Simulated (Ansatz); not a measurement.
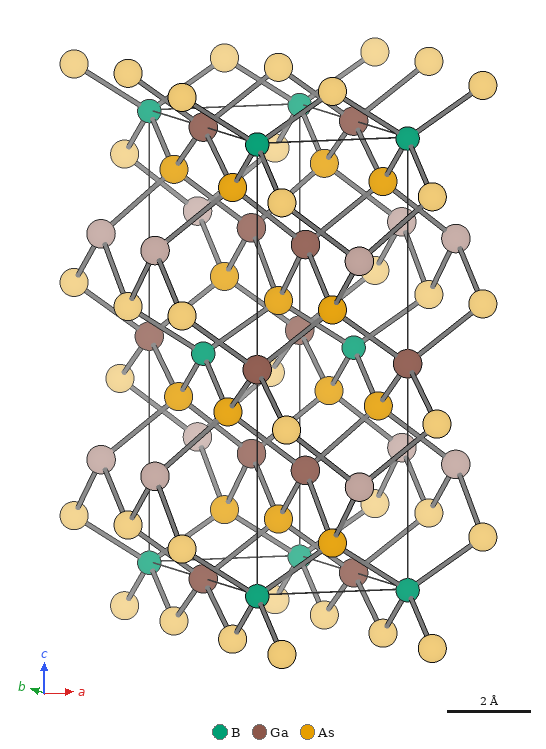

Ball-and-stick representation of a periodic structure, projected slightly off an axis. The edges of the conventional unit cell are marked. Atoms just outside the outline that bond to atoms inside are added, in fainter colours.

Ga$_{3}$BAs$_{4}$, space group Amm2 (No. 38), a = 3.854 Å, b = 7.715 Å, c = 10.962 Å, α = 90.00°, β = 90.00°, γ = 90.00°. Origin of the cell: a structure type filled with these elements by a generator (whether the compound takes this form wasn't checked). Earlier steps of the study may have refined or changed the cell and positions. It went into a calculation with Ansatz.

This one geometry was computed with Ansatz (DFT, plane waves, PAW) at five levels of theory: PBE with spin-orbit coupling, PBE, HSE06, r2SCAN and PBE0. It was relaxed beforehand with r2SCAN.

Which level gives the highest pressure at this volume, and what does that say about its equilibrium volume?

Highest: PBE with spin-orbit coupling (2.6 GPa) and PBE (2.6 GPa), which points to the largest equilibrium volume. Lowest, with the smallest volume: HSE06 (0.3 GPa), r2SCAN (0.0 GPa) and PBE0 (0.1 GPa). Levels within 0.5 GPa of each other can't be told apart.

How does the band gap change with the level of theory?

PBE with spin-orbit coupling: a gap of 0.16 eV, direct; PBE: a gap of 0.21 eV, direct; r2SCAN: a gap of 0.46 eV, direct; HSE06: a gap of 0.91 eV, direct; PBE0: a gap of 1.58 eV, direct.

Collect the results in a table.

| level | cutoff (eV) | k-mesh of the run's cell | gap (eV) | pressure (GPa) |
| --- | --- | --- | --- | --- |
| PBE with spin-orbit coupling | 420 | 6×4×4 | 0.16 | 2.6 |
| PBE | 420 | 6×4×4 | 0.21 | 2.6 |
| HSE06 | 420 | 4×2×2 | 0.91 | 0.3 |
| r2SCAN | 500 | 6×4×4 | 0.46 | 0.0 |
| PBE0 | 420 | 4×2×2 | 1.58 | 0.1 |

Gaps are taken on the k-mesh or band path of each run.
